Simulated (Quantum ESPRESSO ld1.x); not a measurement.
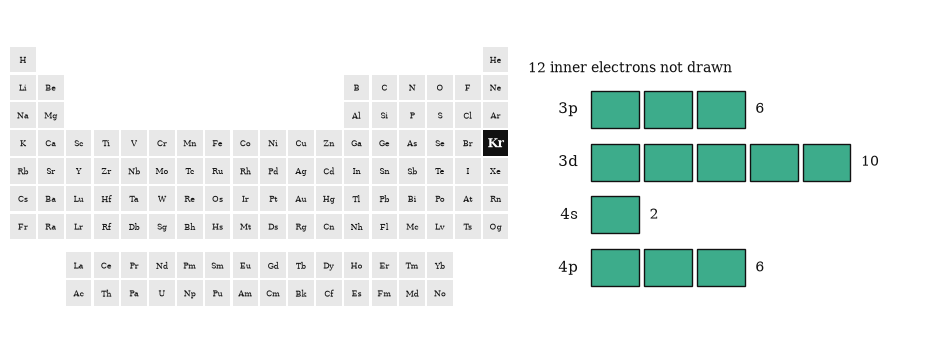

Fig. 1: Left, the place of krypton in the periodic table; right, the outer shells as the input fills them: a box for each of the 2l + 1 orbitals, shaded by the share of the shell that is filled, with the electron count at the right.

Atomic calculation for Kr

System: Kr, configuration typed as [Kr].
Method: radial all-electron Kohn-Sham run of Quantum ESPRESSO ld1.x with rel=1, dft='BLYP' as typed.

### The input
```
 &input
    zed=36.0,
    iswitch=1,
    rel=1,
    dft='BLYP',
    config='[Kr]',
    tr2=1e-25,
    prefix='ld1',
    max_out_wfc=37,
    file_charge='ld1.rho',
 /
```

Hardware: 1 CPU thread, shared host.

Command:
```bash
OMP_NUM_THREADS=1 ld1.x < ld1.in > ld1.out
```

### The program's output
```
     Program LD1 v.7.5 starts

     Message from routine scf:
     warning: convergence not achieved
     --------------------------- All-electron run ----------------------------

     scalar relativistic calculation

     atomic number is 36.00
     dft =BLYP   lsd =0 sic =0 latt =0  beta=0.20 tr2=1.0E-25
     Exchange-correlation= BLYP
                           (   1   3   1   3   0   0   0)
     mesh =2025 r(mesh) = 100.33164 a.u. xmin = -8.00 dx = 0.00800
     1 Ry =  13.60569312 eV, c = 137.03599908

     n l     nl                  e(Ry)          e(Ha)          e(eV)
     1 0     1S 1( 2.00)     -1040.8750      -520.4375    -14161.8264
     2 0     2S 1( 2.00)      -137.0587       -68.5294     -1864.7788
     2 1     2P 1( 6.00)      -121.2021       -60.6011     -1649.0390
     3 0     3S 1( 2.00)       -19.3760        -9.6880      -263.6238
     3 1     3P 1( 6.00)       -14.3298        -7.1649      -194.9669
     4 0     4S 1( 2.00)        -1.6858        -0.8429       -22.9362
     4 1     4P 1( 6.00)        -0.6683        -0.3341        -9.0927
     3 2     3D 1(10.00)        -5.9754        -2.9877       -81.2997

     final scf error:  8.9E-20 reached in 201 iterations

     Etot =   -5581.429106 Ry,   -2790.714553 Ha,  -75939.211598 eV

     Ekin =    5709.410963 Ry,    2854.705482 Ha,   77680.493478 eV
     Encl =  -13461.220354 Ry,   -6730.610177 Ha, -183149.233199 eV
     Eh   =    2364.217019 Ry,    1182.108509 Ha,   32166.811230 eV
     Exc  =    -193.836733 Ry,     -96.918367 Ha,   -2637.283107 eV

     normalization and overlap integrals

     s(1S/1S) =  1.000000  <r> =   0.0415  <r2> =    0.0023  r(max) =   0.0271
     s(1S/2S) = -0.006451
     s(1S/3S) = -0.002505
     s(1S/4S) = -0.000856
     s(2S/2S) =  1.000000  <r> =   0.1835  <r2> =    0.0397  r(max) =   0.1539
     s(2S/3S) = -0.001488
     s(2S/4S) = -0.000495
     s(2P/2P) =  1.000000  <r> =   0.1601  <r2> =    0.0314  r(max) =   0.1230
     s(2P/3P) = -0.001206
     s(2P/4P) = -0.000330
     s(3S/3S) =  1.000000  <r> =   0.5305  <r2> =    0.3236  r(max) =   0.4679
     s(3S/4S) = -0.000303
     s(3P/3P) =  1.000000  <r> =   0.5408  <r2> =    0.3423  r(max) =   0.4642
     s(3P/4P) = -0.000218
     s(4S/4S) =  1.000000  <r> =   1.5686  <r2> =    2.8249  r(max) =   1.3344
     s(4P/4P) =  1.000000  <r> =   1.9519  <r2> =    4.5033  r(max) =   1.5411
     s(3D/3D) =  1.000000  <r> =   0.5561  <r2> =    0.3814  r(max) =   0.4117

     ------------------------ End of All-electron run ------------------------
```

### What the run reported

```
                   quantity               value
                    outcome       not converged
               total energy  −2790.7146 hartree
             kinetic energy   2854.7055 hartree
    electron–nucleus energy  −6730.6102 hartree
             Hartree energy   1182.1085 hartree
exchange–correlation energy  −96.918367 hartree
             SCF iterations                 201
                  wall time               1.1 s
```

### What went wrong

The input is odd on purpose: threshold too tight. The run did not meet its convergence test in 201 iterations, so its last values are not results.
